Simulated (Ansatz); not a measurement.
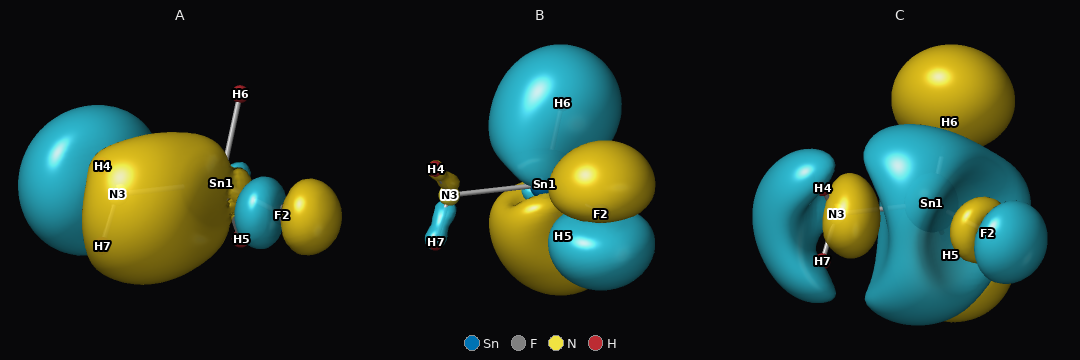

*FH4NSn. Three frontier orbitals at ±0.06 Å⁻³ᐟ² (yellow and cyan are the two phases), in no order.*

Core potentials replace the inner electrons of Sn.

Level of theory: Ansatz 0.2.0, RKS r2SCAN/def2-mTZVP.

```xyz
7

Sn   -0.6805   -0.0148    0.3263
F    -0.0942    0.8664    1.9729
N     0.8789   -0.2240   -0.9416
H     1.6426   -0.7856   -0.5756
H    -1.8166    1.0553   -0.3544
H    -1.2055   -1.5523    0.8346
H     1.2753    0.6549   -1.2623
```

Question: Order the three orbitals by energy and name them.

Answer: B is the HOMO−1 (−8.23 eV). By Hirshfeld shares it lies mainly on F2 (about 55 %), Sn1 (about 20 %), H6 (about 15 %) and H5 (about 15 %). A is the HOMO (−6.68 eV). By Hirshfeld shares it lies mainly on N3 (about 70 %) and Sn1 (about 10 %); largely a lone pair of N3. C is the LUMO (−1.01 eV). Its weight (Hirshfeld) is mainly on Sn1 (about 45 %), N3 (about 15 %), F2 (about 15 %), H5 (about 10 %) and H6 (about 10 %).

Question: What is the HOMO–LUMO gap?

Answer: 5.67 eV between the orbital energies.
